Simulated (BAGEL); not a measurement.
# One shape, several levels: [C4H7]− (SMILES C=C[CH-]C)

We compute a comparison of 4 runs (B3LYP/6-31G*, B3LYP/cc-pVDZ, PBE0/cc-pVDZ, RI-MP2/cc-pVDZ) of [C4H7]−. 

The results are computed with BAGEL 1.2.2.

## (1) The structure to begin with

[C4H7]−: 11 atoms, total charge -1, spin state singlet. SMILES: `C=C[CH-]C`. Geometry: relaxed at GFN2-xTB. This is one conformer, not always the lowest.

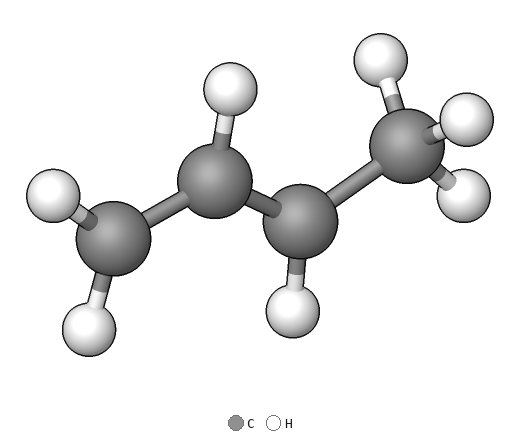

The structure, seen from a chosen angle (carbon grey, hydrogen white).

## (2) The energy at B3LYP/6-31G(d) (density fitting with qzvpp-jkfit, spherical functions) (run 1)

The input, input.json:

```json
{ "bagel" : [

{
  "title" : "molecule",
  "basis" : "6-31gs.json",
  "df_basis" : "qzvpp-jkfit",
  "angstrom" : true,
  "geometry" : [
    { "atom" : "C", "xyz" : [      -0.961500,       1.793120,       0.520860 ] },
    { "atom" : "C", "xyz" : [      -0.065210,       0.816520,       0.163490 ] },
    { "atom" : "C", "xyz" : [      -0.268550,      -0.530140,      -0.042880 ] },
    { "atom" : "C", "xyz" : [       0.833660,      -1.469670,      -0.435950 ] },
    { "atom" : "H", "xyz" : [      -2.009240,       1.575290,       0.688430 ] },
    { "atom" : "H", "xyz" : [      -0.662010,       2.826610,       0.651060 ] },
    { "atom" : "H", "xyz" : [       0.968580,       1.155850,       0.021020 ] },
    { "atom" : "H", "xyz" : [      -1.257910,      -0.959290,       0.072920 ] },
    { "atom" : "H", "xyz" : [       1.309760,      -1.207540,      -1.400070 ] },
    { "atom" : "H", "xyz" : [       0.454710,      -2.491540,      -0.539790 ] },
    { "atom" : "H", "xyz" : [       1.657710,      -1.509230,       0.300910 ] }
  ]
},

{ "title" : "ks", "xc_func" : "b3lyp", "charge" : -1 },

{ "title" : "print", "file" : "orbitals.molden", "orbitals" : true }

]}
```

The basis set 6-31G* is read from a file made from the Basis Set Exchange's data (not shown).

Launch:

```
$ BAGEL_NUM_THREADS=1 BAGEL input.json > input.out
```

Log:

```text
* using 1 threads per process

  ===============================================================
  ===============================================================

  *** Geometry ***

  { "atom" : "C", "xyz" : [     -1.816972,      3.388506,      0.984283 ] },
  { "atom" : "C", "xyz" : [     -0.123229,      1.542999,      0.308951 ] },
  { "atom" : "C", "xyz" : [     -0.507486,     -1.001819,     -0.081031 ] },
  { "atom" : "C", "xyz" : [      1.575389,     -2.777274,     -0.823826 ] },
  { "atom" : "H", "xyz" : [     -3.796913,      2.976867,      1.300944 ] },
  { "atom" : "H", "xyz" : [     -1.251018,      5.341519,      1.230325 ] },
  { "atom" : "H", "xyz" : [      1.830351,      2.184240,      0.039722 ] },
  { "atom" : "H", "xyz" : [     -2.377105,     -1.812795,      0.137799 ] },
  { "atom" : "H", "xyz" : [      2.475088,     -2.281920,     -2.645749 ] },
  { "atom" : "H", "xyz" : [      0.859277,     -4.708328,     -1.020055 ] },
  { "atom" : "H", "xyz" : [      3.132618,     -2.852031,      0.568637 ] },

  Number of auxiliary basis functions:      426

  Since a DF basis is specified, we compute 2- and 3-index integrals:
    o Being stored without compression. Storage requirement is 0.017 GB

  Number of basis functions:       70
  Number of electrons      :       31

    * METHOD: MOLECULE                             0.39

  *** Kohn-Sham DFT ***

    * Removing 20459 points whose weight is below 1.00e-10
    * Grid points: 143507

  === Nuclear Repulsion ===
   109.0522978903

       - DIIS with orbital gradients will be used.

  === KS iteration (b3lyp / 6-31gs.json) ===
      0       -122.15707010          0.16634718           1.38
      1       -115.25384646          0.16721476           1.04
      2       -120.47073274          0.22118919           0.82
      3       -145.83833445          0.10034018           0.78
      4       -155.37519149          0.05688289           0.79
      5       -156.50776867          0.01035005           0.78
      6       -156.54593962          0.00407966           0.87
      7       -156.55168119          0.00175851           0.79
      8       -156.55274609          0.00040567           0.78
      9       -156.55280446          0.00008634           0.78
     10       -156.55280705          0.00002707           0.81
     11       -156.55280730          0.00000586           0.87
     12       -156.55280732          0.00000217           0.80
     13       -156.55280732          0.00000060           0.81
     14       -156.55280732          0.00000031           0.76
     15       -156.55280732          0.00000007           0.77
     16       -156.55280732          0.00000003           0.78
     17       -156.55280732          0.00000001           0.77
     18       -156.55280732          0.00000001           0.78
    * SCF iteration converged.

    * Permanent dipole moment:
           (   -0.593423,     0.719976,     0.250415) a.u.

    * METHOD: KS                                  17.84

    * METHOD: PRINT                                0.03

  ===============================================================
```

Run time: 19 s. Hardware: 1 thread of AMD EPYC, shared host; peak memory 0.45 GiB.

## (3) The energy at B3LYP/cc-pVDZ (density fitting with qzvpp-jkfit) (run 2)

The input, dft.json:

```json
{ "bagel" : [

{
  "title" : "molecule",
  "basis" : "cc-pvdz.json",
  "df_basis" : "qzvpp-jkfit",
  "angstrom" : true,
  "geometry" : [
    { "atom" : "C", "xyz" : [   -0.961500,    1.793120,    0.520860 ] },
    { "atom" : "C", "xyz" : [   -0.065210,    0.816520,    0.163490 ] },
    { "atom" : "C", "xyz" : [   -0.268550,   -0.530140,   -0.042880 ] },
    { "atom" : "C", "xyz" : [    0.833660,   -1.469670,   -0.435950 ] },
    { "atom" : "H", "xyz" : [   -2.009240,    1.575290,    0.688430 ] },
    { "atom" : "H", "xyz" : [   -0.662010,    2.826610,    0.651060 ] },
    { "atom" : "H", "xyz" : [    0.968580,    1.155850,    0.021020 ] },
    { "atom" : "H", "xyz" : [   -1.257910,   -0.959290,    0.072920 ] },
    { "atom" : "H", "xyz" : [    1.309760,   -1.207540,   -1.400070 ] },
    { "atom" : "H", "xyz" : [    0.454710,   -2.491540,   -0.539790 ] },
    { "atom" : "H", "xyz" : [    1.657710,   -1.509230,    0.300910 ] }
  ]
},
{
  "title" : "ks",
  "xc_func" : "b3lyp",
  "charge" : -1
},
{
  "title" : "print",
  "file" : "orbitals.molden",
  "orbitals" : true
}

]}
```

The basis set cc-pVDZ is read from a file made from the Basis Set Exchange's data (not shown).

Launch:

```
$ BAGEL_NUM_THREADS=1 BAGEL dft.json > dft.out
```

Log:

```text
* using 1 threads per process

  ===============================================================
  ===============================================================

  *** Geometry ***

  { "atom" : "C", "xyz" : [     -1.816972,      3.388506,      0.984283 ] },
  { "atom" : "C", "xyz" : [     -0.123229,      1.542999,      0.308951 ] },
  { "atom" : "C", "xyz" : [     -0.507486,     -1.001819,     -0.081031 ] },
  { "atom" : "C", "xyz" : [      1.575389,     -2.777274,     -0.823826 ] },
  { "atom" : "H", "xyz" : [     -3.796913,      2.976867,      1.300944 ] },
  { "atom" : "H", "xyz" : [     -1.251018,      5.341519,      1.230325 ] },
  { "atom" : "H", "xyz" : [      1.830351,      2.184240,      0.039722 ] },
  { "atom" : "H", "xyz" : [     -2.377105,     -1.812795,      0.137799 ] },
  { "atom" : "H", "xyz" : [      2.475088,     -2.281920,     -2.645749 ] },
  { "atom" : "H", "xyz" : [      0.859277,     -4.708328,     -1.020055 ] },
  { "atom" : "H", "xyz" : [      3.132618,     -2.852031,      0.568637 ] },

  Number of auxiliary basis functions:      426

  Since a DF basis is specified, we compute 2- and 3-index integrals:
    o Being stored without compression. Storage requirement is 0.028 GB

  Number of basis functions:       91
  Number of electrons      :       31

    * METHOD: MOLECULE                             0.49

  *** Kohn-Sham DFT ***

    * Removing 20459 points whose weight is below 1.00e-10
    * Grid points: 143507

  === Nuclear Repulsion ===
   109.0522978903

       - DIIS with orbital gradients will be used.

  === KS iteration (b3lyp / cc-pvdz.json) ===
      0       -121.88959790          0.10231158           1.73
      1       -115.44334989          0.15987738           1.06
      2       -122.06303039          0.15592309           0.93
      3       -152.59901526          0.07990879           0.95
      4       -155.46294230          0.04760772           0.94
      5       -156.06084860          0.02956005           0.96
      6       -156.39473461          0.01719819           0.99
      7       -156.51500336          0.00947258           0.94
      8       -156.54417423          0.00714745           0.99
      9       -156.57289157          0.00046171           0.96
     10       -156.57299210          0.00017163           1.03
     11       -156.57300876          0.00004174           0.99
     12       -156.57300957          0.00000797           0.98
     13       -156.57300959          0.00000358           0.97
     14       -156.57300960          0.00000110           0.98
     15       -156.57300960          0.00000102           0.99
     16       -156.57300960          0.00000005           1.06
     17       -156.57300960          0.00000002           0.97
     18       -156.57300960          0.00000001           1.02
    * SCF iteration converged.

    * Permanent dipole moment:
           (   -0.603495,     0.736564,     0.255429) a.u.

    * METHOD: KS                                  21.93

    * METHOD: PRINT                                0.07

  ===============================================================
```

Wall time 23 s (1 thread of AMD EPYC, shared host); peak memory 0.57 GiB.

## (4) A single-point energy at PBE0/cc-pVDZ (density fitting with qzvpp-jkfit) (run 3)

Changes to dft.json since step 3:

```diff
@@ -6,3 +6,3 @@
   "df_basis" : "qzvpp-jkfit",
-  "angstrom" : true,
+  "angstrom" : "true",
   "geometry" : [
@@ -23,3 +23,3 @@
   "title" : "ks",
-  "xc_func" : "b3lyp",
+  "xc_func" : "pbe0",
   "charge" : -1
@@ -29,3 +29,3 @@
   "file" : "orbitals.molden",
-  "orbitals" : true
+  "orbitals" : "true"
 }
```

The basis set cc-pVDZ is read from a file made from the Basis Set Exchange's data (not shown).

Launch:

```
$ BAGEL_NUM_THREADS=1 BAGEL dft.json > dft.out
```

Log:

```text
* using 1 threads per process

  ===============================================================
  ===============================================================

  *** Geometry ***

  { "atom" : "C", "xyz" : [     -1.816972,      3.388506,      0.984283 ] },
  { "atom" : "C", "xyz" : [     -0.123229,      1.542999,      0.308951 ] },
  { "atom" : "C", "xyz" : [     -0.507486,     -1.001819,     -0.081031 ] },
  { "atom" : "C", "xyz" : [      1.575389,     -2.777274,     -0.823826 ] },
  { "atom" : "H", "xyz" : [     -3.796913,      2.976867,      1.300944 ] },
  { "atom" : "H", "xyz" : [     -1.251018,      5.341519,      1.230325 ] },
  { "atom" : "H", "xyz" : [      1.830351,      2.184240,      0.039722 ] },
  { "atom" : "H", "xyz" : [     -2.377105,     -1.812795,      0.137799 ] },
  { "atom" : "H", "xyz" : [      2.475088,     -2.281920,     -2.645749 ] },
  { "atom" : "H", "xyz" : [      0.859277,     -4.708328,     -1.020055 ] },
  { "atom" : "H", "xyz" : [      3.132618,     -2.852031,      0.568637 ] },

  Number of auxiliary basis functions:      426

  Since a DF basis is specified, we compute 2- and 3-index integrals:
    o Being stored without compression. Storage requirement is 0.028 GB

  Number of basis functions:       91
  Number of electrons      :       31

    * METHOD: MOLECULE                             0.46

  *** Kohn-Sham DFT ***

    * Removing 20459 points whose weight is below 1.00e-10
    * Grid points: 143507

  === Nuclear Repulsion ===
   109.0522978903

       - DIIS with orbital gradients will be used.

  === KS iteration (pbe0 / cc-pvdz.json) ===
      0       -121.67186205          0.10189966           1.69
      1       -115.45055512          0.16059814           1.11
      2       -121.83575291          0.15441036           0.98
      3       -152.31905939          0.08153980           0.95
      4       -155.45796925          0.04329583           0.96
      5       -155.88295195          0.02895365           1.05
      6       -156.20220964          0.01679772           0.99
      7       -156.33284315          0.00787379           0.97
      8       -156.35714260          0.00537284           0.93
      9       -156.37316959          0.00043741           0.91
     10       -156.37326135          0.00015288           0.96
     11       -156.37327396          0.00004301           0.93
     12       -156.37327481          0.00000678           0.95
     13       -156.37327483          0.00000301           0.94
     14       -156.37327484          0.00000056           0.95
     15       -156.37327484          0.00000058           0.92
     16       -156.37327484          0.00000005           0.92
     17       -156.37327484          0.00000002           0.93
     18       -156.37327484          0.00000000           0.92
    * SCF iteration converged.

    * Permanent dipole moment:
           (   -0.618936,     0.748225,     0.260822) a.u.

    * METHOD: KS                                  21.56

    * METHOD: PRINT                                0.05

  ===============================================================
```

Wall time 23 s (1 thread of AMD EPYC, shared host); peak memory 0.57 GiB.

## (5) A single-point energy at RI-MP2/cc-pVDZ (density fitting with qzvpp-jkfit) (run 4)

The input, input.json:

```json
{ "bagel": [

{
  "title": "molecule",
  "basis": "cc-pvdz.json",
  "df_basis": "qzvpp-jkfit",
  "angstrom": true,
  "geometry": [
    { "atom": "C", "xyz": [   -0.961500,    1.793120,    0.520860 ] },
    { "atom": "C", "xyz": [   -0.065210,    0.816520,    0.163490 ] },
    { "atom": "C", "xyz": [   -0.268550,   -0.530140,   -0.042880 ] },
    { "atom": "C", "xyz": [    0.833660,   -1.469670,   -0.435950 ] },
    { "atom": "H", "xyz": [   -2.009240,    1.575290,    0.688430 ] },
    { "atom": "H", "xyz": [   -0.662010,    2.826610,    0.651060 ] },
    { "atom": "H", "xyz": [    0.968580,    1.155850,    0.021020 ] },
    { "atom": "H", "xyz": [   -1.257910,   -0.959290,    0.072920 ] },
    { "atom": "H", "xyz": [    1.309760,   -1.207540,   -1.400070 ] },
    { "atom": "H", "xyz": [    0.454710,   -2.491540,   -0.539790 ] },
    { "atom": "H", "xyz": [    1.657710,   -1.509230,    0.300910 ] }
  ]
},
{
  "title": "hf",
  "charge": -1
},
{
  "title": "mp2",
  "charge": -1,
  "ncore": 4
}

]}
```

The basis set cc-pVDZ is read from a file made from the Basis Set Exchange's data (not shown).

Launch:

```
$ BAGEL_NUM_THREADS=1 BAGEL input.json > input.out
```

Log:

```text
* using 1 threads per process

  ===============================================================
  ===============================================================

  *** Geometry ***

  { "atom" : "C", "xyz" : [     -1.816972,      3.388506,      0.984283 ] },
  { "atom" : "C", "xyz" : [     -0.123229,      1.542999,      0.308951 ] },
  { "atom" : "C", "xyz" : [     -0.507486,     -1.001819,     -0.081031 ] },
[... 7 lines of this table left out ...]
  { "atom" : "H", "xyz" : [      3.132618,     -2.852031,      0.568637 ] },

  Number of auxiliary basis functions:      426

  Since a DF basis is specified, we compute 2- and 3-index integrals:
    o Being stored without compression. Storage requirement is 0.028 GB

  Number of basis functions:       91
  Number of electrons      :       31

    * METHOD: MOLECULE                             0.48

  *** RHF ***

  === Nuclear Repulsion ===
   109.0522978903

      * DIIS with orbital gradients will be used.

  === RHF iteration (cc-pvdz.json) ===
      0       -155.20718234          0.01869533           0.10
      1       -155.40673724          0.00824623           0.10
      2       -155.44658341          0.00164522           0.10
[... 11 lines of this table left out ...]
     14       -155.44872613          0.00000000           0.10
    * SCF iteration converged.

    * Permanent dipole moment:
           (   -0.734851,     0.765605,     0.287449) a.u.

    * METHOD: HF                                   1.82

  *** RHF ***

  === Nuclear Repulsion ===
   109.0522978903

      * DIIS with orbital gradients will be used.

  === RHF iteration (cc-pvdz.json) ===
      0       -155.44872613          0.00000000           0.10
    * SCF iteration converged.

    * Permanent dipole moment:
           (   -0.734851,     0.765606,     0.287449) a.u.

  === DF-MP2 calculation ===

    * freezing 4 orbitals
    * 3-index integral transformation done
    * assembly done

      MP2 correlation energy:   -0.5708530199      0.09

      MP2 total energy:       -156.0195791517

    * METHOD: MP2                                  0.33

  ===============================================================
```

Wall time 3.3 s (1 thread of AMD EPYC, shared host); peak memory 0.11 GiB.

## (6) Overview of the runs

```csv
run,level,frozen core orbitals,energy (Eh),HOMO energy (eV),LUMO energy (eV),HOMO–LUMO gap (eV),wall time
1,"B3LYP/6-31G* (density fitting with qzvpp-jkfit, spherical functions)",–,-156.552807,2.86,7.89,5.02,19 s
2,B3LYP/cc-pVDZ (density fitting with qzvpp-jkfit),–,-156.573010,2.50,6.51,4.01,23 s
3,PBE0/cc-pVDZ (density fitting with qzvpp-jkfit),–,-156.373275,2.29,6.87,4.58,23 s
4,RI-MP2/cc-pVDZ (density fitting with qzvpp-jkfit),4,-156.019579,–,–,–,3.3 s
```

## (7) What came out

| quantity | value |
| --- | --- |
| run 4: total energy | -156.01958 Eh |
| run 4: correlation energy (4 core orbitals frozen) | -570.9 mEh |

Over runs 1, 2, 3 the HOMO–LUMO gap runs from 4.01 eV (B3LYP/cc-pVDZ) to 5.02 eV (B3LYP/6-31G*). The empty levels of an anion lie above zero and hang on the basis. Totals of different functionals can't be ranked against each other. In runs 1, 2, 3 the HOMO lies above zero, from self-interaction, a short basis or an electron that isn't bound. All runs together took 68 s, the longest 23 s.
